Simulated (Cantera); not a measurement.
Feed: 1 mol SiCl4, 0.98 mol HCl, 15 mol H2, at 0.240 bar.

Equilibrium computed with Cantera from the NASA thermochemical tables; the gas is ideal and each condensed phase is pure. Candidate condensed phases: Si; 19 gas species. The tables' values for SiCl3 are old estimates; treat these amounts as uncertain. Rates play no part.

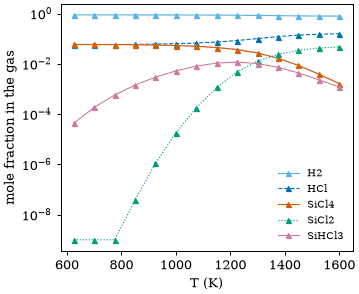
Figure. Equilibrium gas composition (values under 1e-9 drawn at 1e-9)

From 625 K to 1600 K nothing is condensed. The main Si-bearing gas is SiCl4 at 625 K and SiCl2 at 1600 K.
